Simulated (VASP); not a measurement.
Band structure of Si2W (space group I4/mmm). Computed with PBE GGA, VASP's PBE PAW potentials (set 64) (plane waves; VASP 6.6.1).

Unless said otherwise, spin-orbit coupling is left out, though it shifts the bands of the heavy elements here.

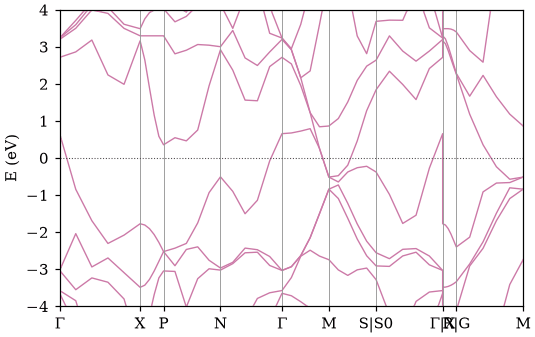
Fig. 1. Bands along high-symmetry lines, zero at the valence-band maximum or, without a gap, the Fermi level

Question: Read the plot: is there a gap, and where are the band edges?

Answer: It has no gap at this level: it comes out as a metal or semimetal.

The structure comes from a computed database's Si2W entry; how it stands against other phases isn't given here. The cell was not relaxed at this level.
